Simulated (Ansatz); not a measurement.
# C2H7BFN: one species, many methods, part 2 of 2

Ansatz 0.2.0, Gaussian basis; functionals in def2-TZVPP, the program's frozen cores in correlated methods.

**14. CAM-B3LYP-D4 (range-separated)**

Contents of in.yaml:

```yaml
crystal:
  periodic: [false, false, false]
  atoms:
    - {symbol: C, position_ang: [-1.660602, 0.141909, -0.249599]}
    - {symbol: C, position_ang: [-0.300502, -0.534565, -0.422484]}
    - {symbol: B, position_ang: [0.907188, 0.379908, -0.005730]}
    - {symbol: N, position_ang: [1.944066, -0.017911, 0.840389]}
    - {symbol: F, position_ang: [0.965447, 1.635359, -0.493004]}
    - {symbol: H, position_ang: [-1.702496, 1.083882, -0.800422]}
    - {symbol: H, position_ang: [-1.861169, 0.369710, 0.800669]}
    - {symbol: H, position_ang: [-2.474729, -0.491541, -0.609406]}
    - {symbol: H, position_ang: [-0.163727, -0.794601, -1.480636]}
    - {symbol: H, position_ang: [-0.276741, -1.484198, 0.121858]}
    - {symbol: H, position_ang: [2.713568, 0.585976, 1.074286]}
    - {symbol: H, position_ang: [1.986697, -0.929227, 1.257879]}
basis:
  gaussian: {orbitals: def2-TZVPP}
hamiltonian: {xc: {name: CAM-B3LYP}, dispersion: d4}
output: {orbitals: {seedname: orbitals}}
```

Started as:

```console
$ ansatz run in.yaml --threads 4 --pin off --events-out ev --progress --plain --max-ram 10444MiB
```

What it wrote, cut to the lines that bear on the results:

```text
Functional definition: CAM-B3LYP
  name "CAM-B3LYP"
  cite "Yanai, Tew & Handy, Chem. Phys. Lett. 393, 51 (2004) doi:10.1016/j.cplett.2004.06.011"
  cite "Iikura, Tsuneda, Yanai & Hirao, J. Chem. Phys. 115, 3540 (2001) doi:10.1063/1.1383587"
  cite "Becke, Phys. Rev. A 38, 3098 (1988) doi:10.1103/PhysRevA.38.3098"
  cite "Lee, Yang & Parr, Phys. Rev. B 37, 785 (1988) doi:10.1103/PhysRevB.37.785"
  cite "Vosko, Wilk & Nusair, Can. J. Phys. 58, 1200 (1980) doi:10.1139/p80-159"
[...]
  # Exact exchange under (alpha + beta erf(omega r))/r, Becke's under what is left of 1/r.
[...]
1253 factors; their error is unknown
342 factors; integrals over basis functions are off by at most 1.2e-5 eV
[...]
mean field -7074.78370945 eV, -259.9935058615 hartree, gradient 3.8e-5 eV, S^2 0.000000; 0 other end points of the search recorded, 0 dependent functions left out
reference -7074.78384657 eV, -259.9935109008 hartree; 20, 20 occupied and 233, 233 virtual orbitals, 1253 factors
Total energy: -7074.94056641 eV, -259.9992702487 hartree
```

Run time: 2.4 s. Hardware: 4 threads of Arm Neoverse V2, shared host; peak memory 0.61 GiB.

With the free atoms at this level, -7024.235 eV in sum, the atomisation energy is 4892.4 kJ/mol. HOMO -9.75 eV, LUMO 1.50 eV.

**15. LC-ωPBE (range-separated)**

Edit in.yaml of step 14 so:

```diff
@@ -17,3 +17,3 @@
   gaussian: {orbitals: def2-TZVPP}
-hamiltonian: {xc: {name: CAM-B3LYP}, dispersion: d4}
+hamiltonian: {xc: {name: LC-wPBE}}
 output: {orbitals: {seedname: orbitals}}
```

The command is unchanged.

What it wrote, cut to the lines that bear on the results:

```text
Functional definition: LC-wPBE
  name "LC-wPBE"
  cite "Vydrov & Scuseria, J. Chem. Phys. 125, 234109 (2006) doi:10.1063/1.2409292"
  cite "Heyd & Scuseria, J. Chem. Phys. 120, 7274 (2004) doi:10.1063/1.1668634"
  cite "Ernzerhof & Perdew, J. Chem. Phys. 109, 3313 (1998) doi:10.1063/1.476928"
  cite "Perdew, Burke & Ernzerhof, Phys. Rev. Lett. 77, 3865 (1996) doi:10.1103/PhysRevLett.77.3865"
  parent pbe
[...]
1253 factors; their error is unknown
418 factors; integrals over basis functions are off by at most 2.4e-5 eV
[...]
mean field -7073.49213744 eV, -259.9460414656 hartree, gradient 4.4e-5 eV, S^2 0.000000; 0 other end points of the search recorded, 0 dependent functions left out
reference -7073.49213744 eV, -259.9460414659 hartree; 20, 20 occupied and 233, 233 virtual orbitals, 1253 factors
Total energy: -7073.49213744 eV, -259.9460414659 hartree
```

Wall time 1.9 s (4 threads of Arm Neoverse V2, shared host).

With the free atoms at this level, -7023.154 eV in sum, the atomisation energy is 4856.9 kJ/mol. HOMO -11.18 eV, LUMO 2.79 eV.

**16. ωB97X-V (range-separated)**

Edit in.yaml of step 15 so:

```diff
@@ -17,3 +17,3 @@
   gaussian: {orbitals: def2-TZVPP}
-hamiltonian: {xc: {name: LC-wPBE}}
+hamiltonian: {xc: {name: wB97X-V}}
 output: {orbitals: {seedname: orbitals}}
```

Launched as before.

What it wrote, cut to the lines that bear on the results:

```text
Functional definition: wB97X-V
  name "wB97X-V"
  cite "Mardirossian & Head-Gordon, Phys. Chem. Chem. Phys. 16, 9904 (2014) doi:10.1039/C3CP54374A"
  cite "Becke, J. Chem. Phys. 107, 8554 (1997) doi:10.1063/1.475007"
  cite "Vydrov & Van Voorhis, J. Chem. Phys. 133, 244103 (2010) doi:10.1063/1.3521275"
[...]
      + integral(e_c_pw_opposite_spin*poly(b97_u_opposite, cos0, cos1)) + vv10(b, c)
1253 factors; their error is unknown
328 factors; integrals over basis functions are off by at most 9.2e-6 eV
[...]
mean field -7075.52193412 eV, -260.0206351178 hartree, gradient 6.0e-5 eV, S^2 0.000000; 0 other end points of the search recorded, 0 dependent functions left out
reference -7075.52193202 eV, -260.0206350409 hartree; 20, 20 occupied and 233, 233 virtual orbitals, 1253 factors
Total energy: -7075.52193202 eV, -260.0206350409 hartree
```

Wall time 5.5 s (4 threads of Arm Neoverse V2, shared host); peak memory 0.66 GiB.

Atomisation energy: 4856.6 kJ/mol (free atoms -7025.187 eV, run apart). HOMO -10.77 eV, LUMO 2.58 eV.

**17. ωB97M-V (range-separated)**

Edit in.yaml of step 16 so:

```diff
@@ -17,3 +17,3 @@
   gaussian: {orbitals: def2-TZVPP}
-hamiltonian: {xc: {name: wB97X-V}}
-output: {orbitals: {seedname: orbitals}}
+hamiltonian: {xc: {name: wB97M-V}}
+output: {forces: true, orbitals: {seedname: orbitals}}
```

Launched as before.

What it wrote, cut to the lines that bear on the results:

```text
Functional definition: wB97M-V
  name "wB97M-V"
  cite "Mardirossian & Head-Gordon, J. Chem. Phys. 144, 214110 (2016) doi:10.1063/1.4952647"
  cite "Becke, J. Chem. Phys. 107, 8554 (1997) doi:10.1063/1.475007"
  cite "Vydrov & Van Voorhis, J. Chem. Phys. 133, 244103 (2010) doi:10.1063/1.3521275"
  # Of w^i u^j: cxij and so on, Table III.
[...]
  gx(w, u) = 1 - cx + cx01*u + cx10*w
  gss(w, u) = css00 + css04*u^4 + css10*w + css20*w^2 + css43*w^4*u^3
  gos(w, u) = cos00 + cos10*w + (cos20 + cos21*u)*w^2 + (cos60 + cos61*u)*w^6
[...]
      + integral(e_c_pw_mod_opposite_spin*gos(b97_w_opposite, b97_u_opposite)) + vv10(b, c)
1253 factors; their error is unknown
328 factors; integrals over basis functions are off by at most 9.2e-6 eV
[...]
Atom 2 at     0.907188     0.379908    -0.005730 Å, force    -0.073666    -0.163994     0.029590 eV/Å
Atom 3 at     1.944066    -0.017911     0.840389 Å, force     0.117176    -0.043453     0.091370 eV/Å
Atom 4 at     0.965447     1.635359    -0.493004 Å, force    -0.008963     0.209369    -0.087583 eV/Å
Atom 5 at    -1.702496     1.083882    -0.800422 Å, force     0.005220    -0.068147     0.039431 eV/Å
Atom 6 at    -1.861169     0.369710     0.800669 Å, force     0.014732    -0.014928    -0.073237 eV/Å
Atom 7 at    -2.474729    -0.491541    -0.609406 Å, force     0.063037     0.054303     0.029874 eV/Å
Atom 8 at    -0.163727    -0.794601    -1.480636 Å, force    -0.008298     0.018850     0.077043 eV/Å
Atom 9 at    -0.276741    -1.484198     0.121858 Å, force     0.003652     0.066996    -0.031866 eV/Å
Atom 10 at     2.713568     0.585976     1.074286 Å, force    -0.025334    -0.019597    -0.008039 eV/Å
Atom 11 at     1.986697    -0.929227     1.257879 Å, force     0.000292     0.022979    -0.008346 eV/Å
Dipole moment:     0.185551    -0.327822     0.242032 e Å
```

Wall time 8 s (4 threads of Arm Neoverse V2, shared host); peak memory 0.83 GiB.

Atomisation energy: 4871.2 kJ/mol (free atoms -7024.322 eV, run apart). HOMO -10.68 eV, LUMO 2.08 eV.

**18. B2PLYP (double hybrid)**

Edit in.yaml of step 17 so:

```diff
@@ -17,3 +17,2 @@
   gaussian: {orbitals: def2-TZVPP}
-hamiltonian: {xc: {name: wB97M-V}}
-output: {forces: true, orbitals: {seedname: orbitals}}
+hamiltonian: {xc: {name: B2PLYP}}
```

The command is unchanged.

What it wrote, cut to the lines that bear on the results:

```text
Functional definition: B2PLYP
  name "B2PLYP"
  cite "Grimme, J. Chem. Phys. 124, 034108 (2006) doi:10.1063/1.2148954"
  cite "Becke, Phys. Rev. A 38, 3098 (1988) doi:10.1103/PhysRevA.38.3098"
  cite "Lee, Yang & Parr, Phys. Rev. B 37, 785 (1988) doi:10.1103/PhysRevB.37.785"
[...]
1501 factors; integrals over basis functions are off by at most 1.0e-3 eV
[...]
mean field -7064.29228547 eV, -259.6079531418 hartree, gradient 7.5e-6 eV, S^2 0.000000; 0 other end points of the search recorded, 0 dependent functions left out
5 core orbitals not correlated: weight in the atoms' cores, before any rotation towards them, 1.000 or more for the frozen orbitals, at most 0.000 for the correlated occupied ones
reference -7064.29246172 eV, -259.6079596188 hartree; 15, 15 occupied and 233, 233 virtual orbitals, 1501 factors
second order -29.68486328 eV of doubles, -0.00000000 eV of singles
Total energy: -7072.30737481 eV, -259.9025022420 hartree
```

Wall time 3.8 s (4 threads of Arm Neoverse V2, shared host); peak memory 0.65 GiB.

Atomisation energy: 4817.3 kJ/mol (free atoms -7022.379 eV, run apart).

**19. PBE-QIDH (double hybrid)**

Edit in.yaml of step 18 so:

```diff
@@ -17,2 +17,2 @@
   gaussian: {orbitals: def2-TZVPP}
-hamiltonian: {xc: {name: B2PLYP}}
+hamiltonian: {xc: {name: PBE-QIDH}}
```

Same command.

What it wrote, cut to the lines that bear on the results:

```text
Functional definition: PBE-QIDH
  name "PBE-QIDH"
  cite "Brémond, Sancho-García, Pérez-Jiménez & Adamo, J. Chem. Phys. 141, 031101 (2014) doi:10.1063/1.4890314"
  cite "Perdew, Burke & Ernzerhof, Phys. Rev. Lett. 77, 3865 (1996) doi:10.1103/PhysRevLett.77.3865"
[...]
1501 factors; integrals over basis functions are off by at most 1.0e-3 eV
[...]
mean field -7059.59565849 eV, -259.4353552838 hartree, gradient 5.6e-6 eV, S^2 0.000000; 0 other end points of the search recorded, 0 dependent functions left out
5 core orbitals not correlated: weight in the atoms' cores, before any rotation towards them, 1.000 or more for the frozen orbitals, at most 0.000 for the correlated occupied ones
reference -7059.59567148 eV, -259.4353557611 hartree; 15, 15 occupied and 233, 233 virtual orbitals, 1501 factors
second order -27.69185077 eV of doubles, -0.00000000 eV of singles
Total energy: -7068.82628840 eV, -259.7745746763 hartree
```

Run time: 4.1 s. Hardware: 4 threads of Arm Neoverse V2, shared host; peak memory 0.65 GiB.

Atomisation energy: 4831.4 kJ/mol (free atoms -7018.752 eV, run apart).

**20. Orbital energies across the functionals**

Dipoles come from the runs that computed forces. Levels, from each run's orbital file:

```tsv
functional	HOMO (eV)	LUMO (eV)	gap (eV)	dipole (D)
LDA (SPW92)	-7.01	-0.13	6.88	
PBE-D4	-6.82	0.02	6.83	2.14
revPBE-D4	-6.75	0.08	6.83	
BLYP-D4	-6.70	-0.01	6.69	
r2SCAN-D4	-7.12	0.66	7.78	2.14
B97M-V	-7.18	0.21	7.39	
PBE0-D4	-8.27	0.80	9.08	
B3LYP-D4	-8.03	0.46	8.48	2.17
r2SCANh-D4	-7.66	0.95	8.61	
r2SCAN0-D4	-8.49	1.29	9.78	
HSE06-D4	-7.86	0.44	8.31	
BHLYP-D4	-9.64	1.34	10.98	
CAM-B3LYP-D4	-9.75	1.50	11.25	
LC-ωPBE	-11.18	2.79	13.96	
ωB97X-V	-10.77	2.58	13.35	
ωB97M-V	-10.68	2.08	12.76	2.15
```

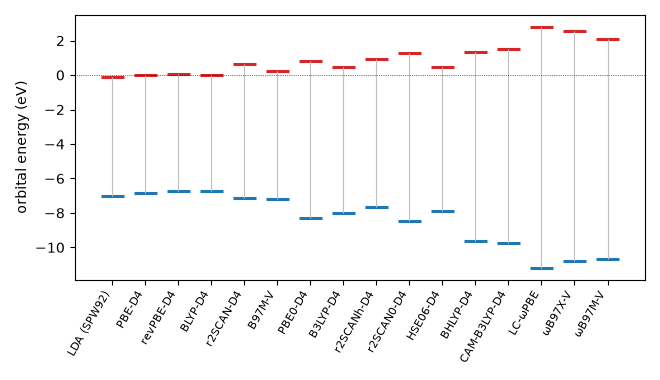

Highest occupied (blue) and lowest empty (red) level by functional.

**21. CCSD(T) in def2-SVP**

Edit in.yaml of step 19 so:

```diff
@@ -16,3 +16,3 @@
 basis:
-  gaussian: {orbitals: def2-TZVPP}
-hamiltonian: {xc: {name: PBE-QIDH}}
+  gaussian: {orbitals: def2-SVP}
+correlation: {method: ccsd_t}
```

Launched as before.

What it wrote, cut to the lines that bear on the results:

```text
Functional definition: HF
  name "HF"
  cite "Fock, Z. Phys. 61, 126 (1930) doi:10.1007/BF01340294"
  parent pbe
[...]
1067 factors; integrals over basis functions are off by at most 1.3e-3 eV
[...]
mean field -7029.09037395 eV, -258.3143067542 hartree, gradient 1.0e-6 eV, S^2 0.000000; 0 other end points of the search recorded, 0 dependent functions left out
5 core orbitals not correlated: weight in the atoms' cores, before any rotation towards them, 1.000 or more for the frozen orbitals, at most 0.000 for the correlated occupied ones
reference -7029.09037395 eV, -258.3143067542 hartree; 15, 15 occupied and 85, 85 virtual orbitals, 1067 factors
second order -19.71508718 eV of doubles, -0.00000000 eV of singles
cycle   1  -20.46679743 eV  change   -7.5e-1 eV  update   9.1e-2
[...]
cycle   9  -21.01803143 eV  change   -1.9e-6 eV  update   1.8e-5
perturbative correction -0.51975203 eV, -0.0191005349 hartree
Total energy: -7050.62815741 eV, -259.1058056975 hartree
```

It took 4.5 s on 4 threads of Arm Neoverse V2, shared host; peak memory 0.53 GiB.

**22. CCSD(T) in def2-TZVPP**

Edit in.yaml of step 21 so:

```diff
@@ -16,3 +16,4 @@
 basis:
-  gaussian: {orbitals: def2-SVP}
+  gaussian: {orbitals: def2-TZVPP}
 correlation: {method: ccsd_t}
+output: {orbitals: {seedname: orbitals}}
```

The command is unchanged.

What it wrote, cut to the lines that bear on the results:

```text
Functional definition: HF
  name "HF"
  cite "Fock, Z. Phys. 61, 126 (1930) doi:10.1007/BF01340294"
  parent pbe
[...]
1501 factors; integrals over basis functions are off by at most 1.0e-3 eV
[...]
mean field -7037.35300289 eV, -258.6179527670 hartree, gradient 5.2e-6 eV, S^2 0.000000; 0 other end points of the search recorded, 0 dependent functions left out
5 core orbitals not correlated: weight in the atoms' cores, before any rotation towards them, 1.000 or more for the frozen orbitals, at most 0.000 for the correlated occupied ones
reference -7037.35300289 eV, -258.6179527670 hartree; 15, 15 occupied and 233, 233 virtual orbitals, 1501 factors
second order -24.80463827 eV of doubles, -0.00000000 eV of singles
cycle   1  -25.22087275 eV  change   -4.2e-1 eV  update   9.3e-2
[...]
cycle   9  -25.82927428 eV  change   -1.0e-5 eV  update   2.2e-5
perturbative correction -0.91230200 eV, -0.0335264802 hartree
Total energy: -7064.09457917 eV, -259.6006875694 hartree
```

Wall time 2.2 min (4 threads of Arm Neoverse V2, shared host); peak memory 6 GiB.

**23. MP2 in def2-QZVPP**

Edit in.yaml of step 22 so:

```diff
@@ -16,4 +16,3 @@
 basis:
-  gaussian: {orbitals: def2-TZVPP}
-correlation: {method: ccsd_t}
-output: {orbitals: {seedname: orbitals}}
+  gaussian: {orbitals: "def2-QZVPP.json"}
+correlation: {method: mp2}
```

The command is unchanged.

What it wrote:

```text
Functional definition: HF
  name "HF"
  cite "Fock, Z. Phys. 61, 126 (1930) doi:10.1007/BF01340294"
  parent pbe
  exchange = exact_x
  correlation = 0
2958 factors; integrals over basis functions are off by at most 9.2e-4 eV
mean field evaluation 1: about -7032.7904 eV, gradient 4.7e1 eV
mean field evaluation 2: about -7032.8789 eV, gradient 4.7e1 eV
mean field evaluation 4: about -7037.6308 eV, gradient 3.6e0 eV
mean field evaluation 8: about -7037.6804 eV, gradient 2.4e-1 eV
mean field -7037.68060242 eV, -258.6299918275 hartree, gradient 2.6e-6 eV, S^2 0.000000; 0 other end points of the search recorded, 0 dependent functions left out
5 core orbitals not correlated: weight in the atoms' cores, before any rotation towards them, 1.000 or more for the frozen orbitals, at most 0.000 for the correlated occupied ones
reference -7037.68060242 eV, -258.6299918275 hartree; 15, 15 occupied and 475, 475 virtual orbitals, 2958 factors
second order -26.65909539 eV of doubles, -0.00000000 eV of singles
Total energy: -7064.33969781 eV, -259.6096955130 hartree
```

Wall time 18 s (4 threads of Arm Neoverse V2, shared host); peak memory 3.2 GiB.

The pieces so far (eV):

```tsv
basis	HF	MP2 correlation	CCSD correlation	(T)	total
def2-SVP	-7029.0904	-19.7151	-21.0180	-0.5198	-7050.6282
def2-TZVPP	-7037.3530	-24.8046	-25.8293	-0.9123	-7064.0946
def2-QZVPP	-7037.6806	-26.6591			-7064.3397 (MP2)
```

The report of the def2-TZVPP run gives T1 = 0.0107.

**24. The basis-set limit**

This step is arithmetic on the last runs, with X = 3 and 4: exp(−7.88√X) for Hartree-Fock, X^−2.97 for correlation; only MP2 was run in the larger set, so CCSD(T) minus MP2 is added from the smaller one.

```tsv
level	energy at the limit (eV)
HF	-7037.7257
MP2	-7065.7585
CCSD	-7066.7831
CCSD(T)	-7067.6954
```

**25. RPA on PBE orbitals**

Edit in.yaml of step 23 so:

```diff
@@ -16,3 +16,4 @@
 basis:
-  gaussian: {orbitals: "def2-QZVPP.json"}
-correlation: {method: mp2}
+  gaussian: {orbitals: def2-TZVPP}
+hamiltonian: {xc: pbe}
+correlation: {method: rpa}
```

The command is unchanged.

What it wrote, cut to the lines that bear on the results:

```text
Functional definition: PBE
  name "PBE"
  cite "Perdew, Burke & Ernzerhof, Phys. Rev. Lett. 77, 3865 (1996) doi:10.1103/PhysRevLett.77.3865"
  parent pbe
[...]
1501 factors; integrals over basis functions are off by at most 1.0e-3 eV
[...]
mean field -7068.93107372 eV, -259.7784254656 hartree, gradient 2.4e-6 eV, S^2 0.000000; 0 other end points of the search recorded, 0 dependent functions left out
5 core orbitals not correlated: weight in the atoms' cores, before any rotation towards them, 1.000 or more for the frozen orbitals, at most 0.000 for the correlated occupied ones
reference -7036.01489555 eV, -258.5687782291 hartree; 15, 15 occupied and 233, 233 virtual orbitals, 1501 factors
Total energy: -7076.08937605 eV, -260.0414882242 hartree
```

It took 4.1 s on 4 threads of Arm Neoverse V2, shared host; peak memory 0.62 GiB.

RPA correlation: -40.074 eV. No RPA run of the hydrogen atom was made, so RPA has no atomisation energy below.

**26. Atomisation energies**

Free atoms (2 C, 1 B, 1 N, 1 F, 7 H) were run apart at each level; the atomisation energy is their sum less the molecule, without zero-point or spin-orbit terms.

Differences are taken before rounding.

```tsv
method	rung	atoms, summed (eV)	atomisation energy (kJ/mol)	from CCSD(T)/CBS (kJ/mol)	time
LDA (SPW92)	LDA	-6962.506	5518.7	+678.5	0.95 s
PBE-D4	GGA	-7017.833	4948.4	+108.3	1.9 s
revPBE-D4	GGA	-7025.857	4828.2	-11.9	1.5 s
BLYP-D4	GGA	-7025.374	4853.4	+13.2	1.5 s
r2SCAN-D4	meta-GGA	-7023.551	4860.3	+20.1	3.6 s
B97M-V	meta-GGA	-7026.459	4861.1	+20.9	6.5 s
PBE0-D4	hybrid	-7019.348	4871.5	+31.4	2 s
B3LYP-D4	hybrid	-7027.941	4864.8	+24.7	3.2 s
r2SCANh-D4	hybrid	-7023.523	4835.4	-4.7	3.7 s
r2SCAN0-D4	hybrid	-7023.491	4799.8	-40.3	3.1 s
HSE06-D4	hybrid	-7018.923	4874.9	+34.8	2.2 s
BHLYP-D4	hybrid	-7025.289	4738.9	-101.2	2 s
CAM-B3LYP-D4	range-separated	-7024.235	4892.4	+52.2	2.4 s
LC-ωPBE	range-separated	-7023.154	4856.9	+16.7	1.9 s
ωB97X-V	range-separated	-7025.187	4856.6	+16.4	5.5 s
ωB97M-V	range-separated	-7024.322	4871.2	+31.0	8 s
B2PLYP	double hybrid	-7022.379	4817.3	-22.8	3.8 s
PBE-QIDH	double hybrid	-7018.752	4831.4	-8.7	4.1 s
HF/def2-TZVPP	wavefunction	-6999.599	3642.7	-1197.4	
MP2/def2-TZVPP	wavefunction	-7012.344	4806.3	-33.9	
CCSD/def2-TZVPP	wavefunction	-7014.784	4669.7	-170.4	
CCSD(T)/def2-SVP	wavefunction	-7002.592	4634.8	-205.4	4.5 s
CCSD(T)/def2-TZVPP	wavefunction	-7015.085	4728.7	-111.5	2.2 min
MP2/CBS	wavefunction	-7014.789	4917.8	+77.6	
CCSD(T)/CBS	wavefunction	-7017.531	4840.2	0	2.5 min
```

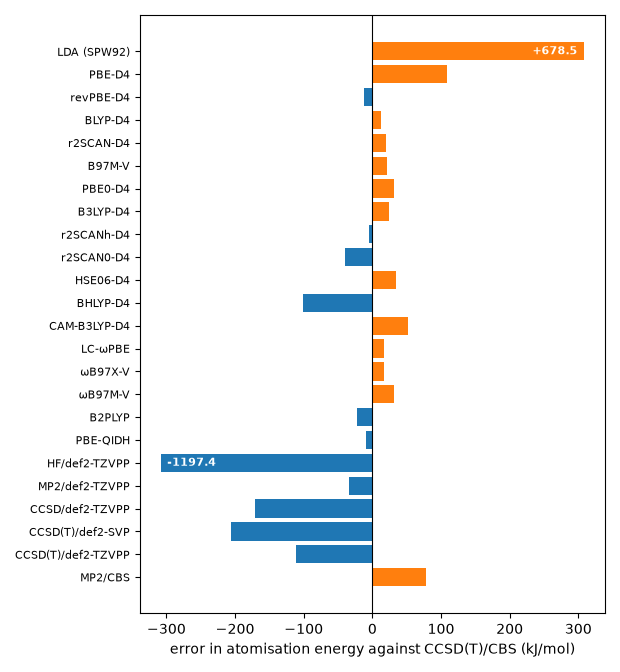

Error of each method against CCSD(T)/CBS. Bars with a number in them are cut short.

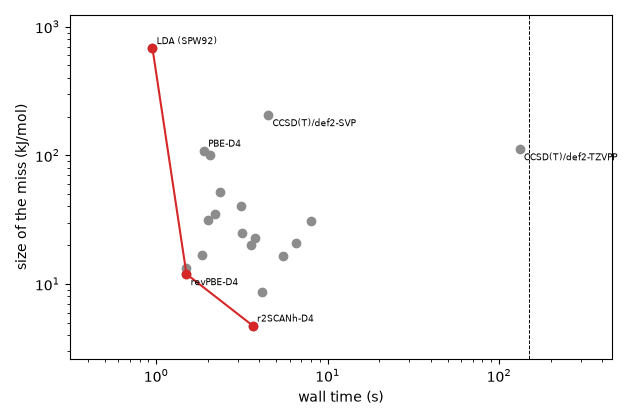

Miss against cost. Red marks the levels that no quicker level drawn beats (of those quicker than the yardstick), and the dashed line is the time of CCSD(T)/CBS. Only those levels and the largest misses are named. Times are from a shared host.

LDA (SPW92), LC-ωPBE, B2PLYP, PBE-QIDH carry no dispersion term (for B3LYP, D4 adds 28.9 kJ/mol).

Times are those of the molecule's run; HF, MP2 and CCSD come out of the CCSD(T) runs, and the limit's time is the sum of the runs that it needs.

**27. Summary of results**

What follows sums up all 2 parts.

```
                               quantity                                                                                  value
        atomisation energy, CCSD(T)/CBS                                                                          4840.2 kJ/mol
 functionals within 24.2 kJ/mol (0.5 %)  revPBE-D4, BLYP-D4, r2SCAN-D4, B97M-V, r2SCANh-D4, LC-ωPBE, ωB97X-V, B2PLYP, PBE-QIDH
                    farthest beyond LDA                                                                 PBE-D4 (+108.3 kJ/mol)
                mean size of error, GGA                                                                            44.5 kJ/mol
           mean size of error, meta-GGA                                                                            20.5 kJ/mol
             mean size of error, hybrid                                                                            39.5 kJ/mol
    mean size of error, range-separated                                                                            29.1 kJ/mol
      mean size of error, double hybrid                                                                            15.8 kJ/mol
              gap, smallest and largest                                                  6.69 eV (BLYP-D4), 13.96 eV (LC-ωPBE)
                          T1 diagnostic                                                                                 0.0107
triples share of the correlation energy                                                                                  3.4 %
```

What this shows: LDA overbinds by 678.5 kJ/mol (14 %). PBE-D4 is off by +108.3 kJ/mol. Double hybrids carry the basis error of their MP2 part in triple zeta, and no dispersion term here, so their miss is partly the set-up's. The rungs double hybrid, meta-GGA miss on average by less than the doubt on the reference (24.2 kJ/mol), so they tie. Misses under about 24.2 kJ/mol are within the doubt on the reference itself, which lacks core-valence correlation, relativity and higher excitations. Hartree-Fock recovers 75 % of the binding; the rest is correlation. CCSD(T) in def2-SVP is off by -205.4 kJ/mol, which most functionals beat. Orbital gaps span 6.7 to 14.0 eV; exact exchange widens them.

For cost: r2SCANh-D4 gets within 4.7 kJ/mol in 3.7 s, where CCSD(T)/CBS took 2.5 min; the quickest level in the cost chart, LDA (SPW92), takes 0.95 s and misses by 678.5 kJ/mol.
